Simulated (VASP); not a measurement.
Band structure of Cr (bcc, AFM order). Level of theory: TPSS meta-GGA, VASP's PBE PAW potentials (set 64) (plane waves; VASP).

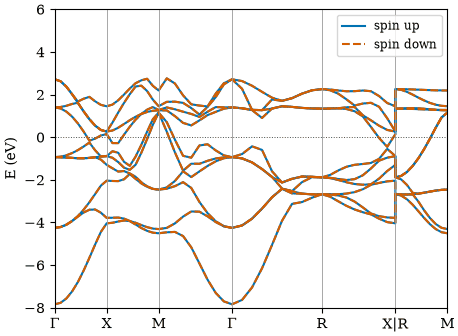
Figure. Bands along high-symmetry lines, zero at the valence-band maximum or, without a gap, the Fermi level

Task: Read the plot: is there a gap, and where are the band edges?

Result: It has no gap at this level: it comes out as a metal or semimetal.

The compound is Cr in the bcc, AFM order structure. It was relaxed first.
